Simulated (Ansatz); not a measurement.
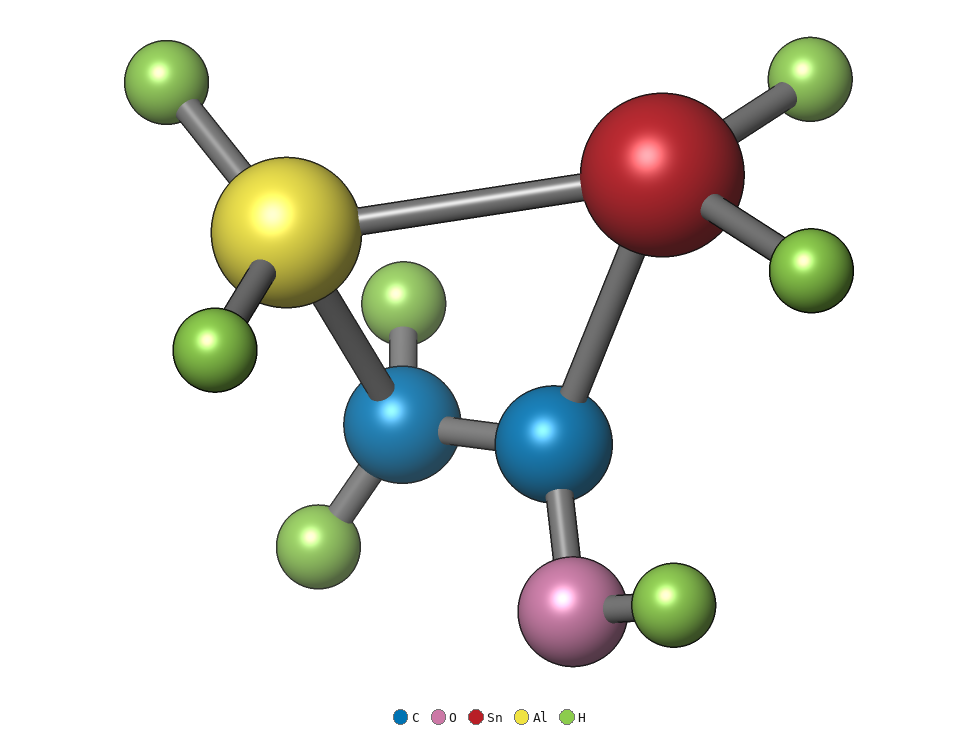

Computed geometry: PBE0-D4/def2-TZVP optimisation. No frequency run is at hand to confirm it as a minimum. Program: Ansatz 0.2.0.

At this fixed geometry, give dipole (D), HOMO energy (eV) at these levels: B3LYP-D4/def2-TZVPP; PBE-D4/def2-TZVPP; r2SCAN-D4/def2-TZVPP; ωB97M-V/def2-TZVPP.

```
               level  dipole (D)  HOMO energy (eV)
 B3LYP-D4/def2-TZVPP        1.56             −6.53
   PBE-D4/def2-TZVPP        1.70             −5.74
r2SCAN-D4/def2-TZVPP        1.76             −5.96
  ωB97M-V/def2-TZVPP        1.61             −8.64
```
